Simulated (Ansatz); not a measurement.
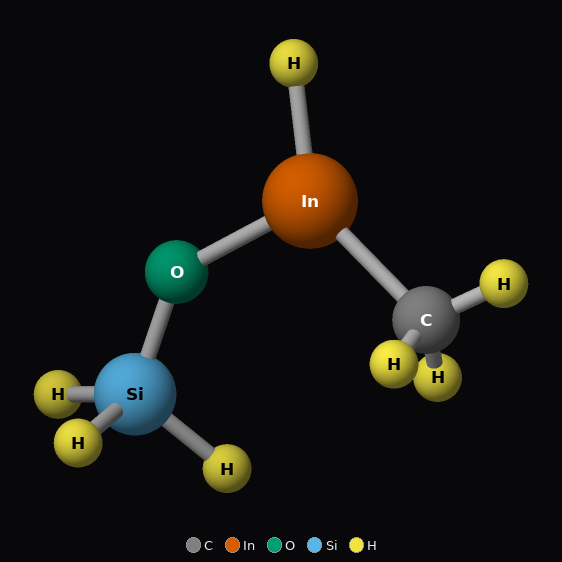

The computed structure is the end point of a PBE0-D4/def2-TZVP optimisation. Program: Ansatz 0.2.0.

Compare dipole (D), HOMO–LUMO gap (eV), vertical IP (eV) at these levels: B3LYP-D4/def2-TZVPP; PBE-D4/def2-TZVPP; r2SCAN-D4/def2-TZVPP; ωB97M-V/def2-TZVPP.

| level | dipole (D) | HOMO–LUMO gap (eV) | vertical IP (eV) |
| --- | --- | --- | --- |
| B3LYP-D4/def2-TZVPP | 3.19 | 5.80 | 9.55 |
| PBE-D4/def2-TZVPP | 3.11 | 4.25 | 9.16 |
| r2SCAN-D4/def2-TZVPP | 3.19 | 4.83 | 9.30 |
| ωB97M-V/def2-TZVPP | 3.23 | 9.95 | 9.91 |
